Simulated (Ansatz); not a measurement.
**Hypothetical diamond B under a change: 4 layers**

Take B in the diamond structure (space group Fd-3m, No. 227; a = 4.052 Å; a hypothetical phase, not in the database extracts checked) as the base. Axes: x, y, z lie along the cube axes.

It is then changed as follows: a free-standing slab of 4 layers (8 atoms, 2 a layer) is cut normal to [110], with 15 Å of vacuum and the in-plane cell held at bulk.

Calculations: Kohn–Sham DFT with the PBE functional, run in Ansatz (an electronic-structure program) with PAW and 420 eV plane waves, no SOC. Settings: 16×12×1 k-points, 0.05 eV Fermi–Dirac smearing, for the changed cell.

- Shortest interatomic distance: 1.547 Å (base 1.754 Å)
- Band gap: zero (base zero)
- Excess energy per area of both faces (slab less bulk energy over the cell's area: twice a surface energy): 0.9 J/m² (uncertain by up to 0.1 J/m²)
- Thickness between the outermost nuclei: 4.26 Å
- Change of the spacing d12 from its bulk value of 1.433 Å: -6.1 %

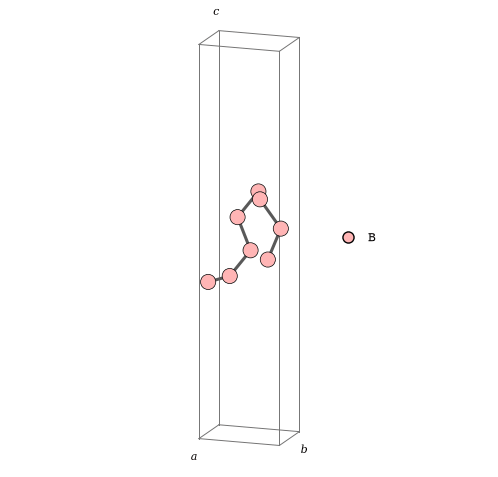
Fig. 1. The relaxed cell after the change

Slab and bulk use different k-meshes, which limits the precision of the excess energy. Stability against distortions was not tested.
